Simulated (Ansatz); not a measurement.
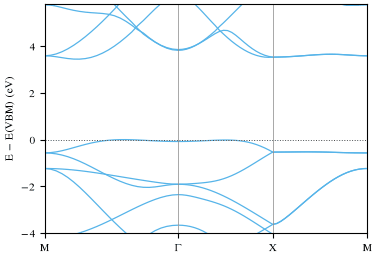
Fig. 1. Band structure from r²SCAN+D4 (plane waves, PAW; program Ansatz)

Read off the gap and where the band edges lie.

About 3.4 eV (3.44 eV by a search for the band edges); maximum on the M–Γ line, 59 % of the way from M, minimum on the M–Γ line, 24 % of the way from M.

The material is monolayer SnO (square, P4/nmm in the vacuum cell, 4 atoms).

The layer was cut from a bulk entry of the Materials Project (measured or hypothetical); whether that bulk phase is the ambient one, and whether the layer has been isolated, was not checked. Symmetry was held in the r²SCAN+D4 relaxation; its stability against distortions is not shown here. Spin–orbit coupling is left out wherever it is not named.

Potentials: the later of the program's two PAW sets.
